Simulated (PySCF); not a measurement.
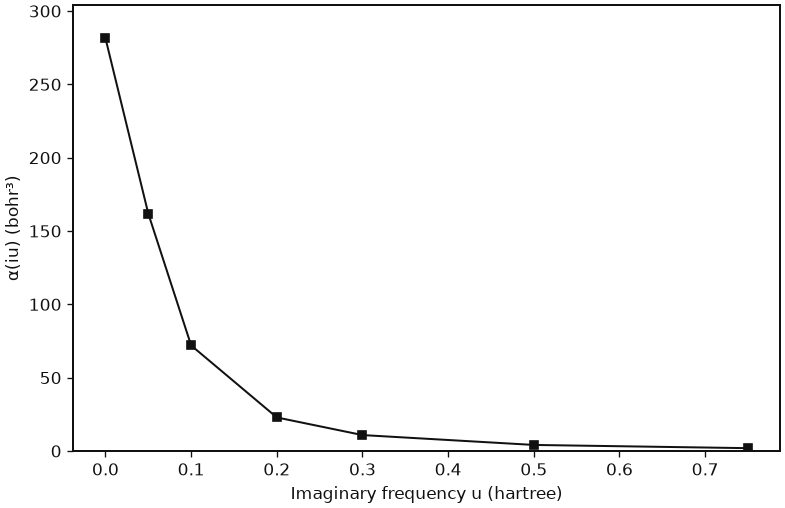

Dipole polarisability at imaginary frequency of Li ([He] 2s). Coupled response at the M06-L level; PySCF, ANO-RCC-VTZP, spin-free X2C-1e, unrestricted single determinants, no spin-orbit coupling.

What follows from the curve?

The static dipole polarisability is 281 bohr³ (the recommended value is 164); α(iu) falls to half of it near u = 0.059 hartree. The Casimir–Polder integral gives C₆ = 3470 hartree bohr⁶ for two such species.

Caveat: basis without added diffuse functions.
